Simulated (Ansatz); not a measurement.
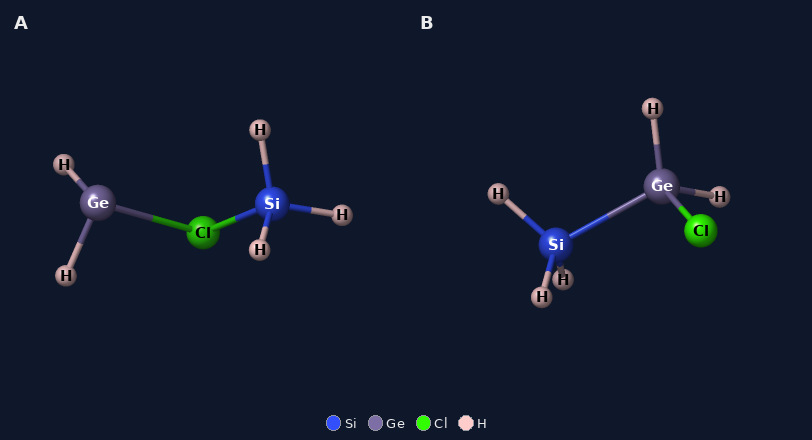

2 stationary structures of one formula. Geometries: PBE0-D4/def2-TZVP. Electronic energies: CCSD(T)/CBS (MP2 limit from def2-TZVPP and def2-QZVPP plus CCSD(T) − MP2) (Ansatz 0.2.0), without zero-point energy. Each is one conformer, not always the lowest.

**Which is lowest in energy, and by how much?**

B is lowest (Cs, a saddle point of order 1); A lies 124.5 kJ/mol above it (a minimum).
